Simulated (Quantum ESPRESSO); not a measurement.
# Voltage at the next charge: Ir(111), 4 layers, one monolayer of F on fcc sites against an electrode

**Set-up.** Quantum ESPRESSO 7.5, PBE, GBRV ultrasoft; ESM with bc3, a metal electrode 6.79 Å above the top atoms; cell area 6.385 Å²; ions fixed. V is the potential energy of an electron at the electrode over the slab's Fermi level, divided by e, so that it equals the work function at zero charge; positive charge removes electrons.

```
charge (e a cell)   V (V)
                0   8.131
           0.0096   9.876
           0.0192  11.624
```

**Question.** What is V at a charge of 0.0383 e, and what capacitance do the rows imply?

By hand: The last two rows give dV/dq = (11.624 − 9.876)/(0.0192 − 0.0096) = 182.1 V/e, so C = 1602/(6.385 × 182.1) = 1.38 µF/cm², an effective gap of 8.854/1.38 = 6.42 Å. At constant C, V = 11.624 + 182.1 × 0.0191 = 15.10 V.

**The withheld run.** V = 15.108 V; the estimate misses by −0.01 V, 0.2 % of the step. Over the three intervals C goes 1.38, 1.38 and 1.38 µF/cm².

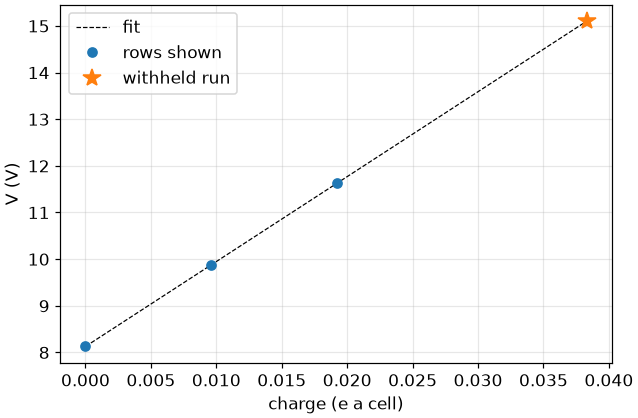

The rows shown, the fit and the withheld run.

Caveats: Vacuum fills the gap; a dielectric or electrolyte would change C. The slab is thin.

[Logs are printed without paths, hosts, clocks, repeated set-up lines and the standing remarks that a program may print on its own settings, such as how far it seeks lower states.]
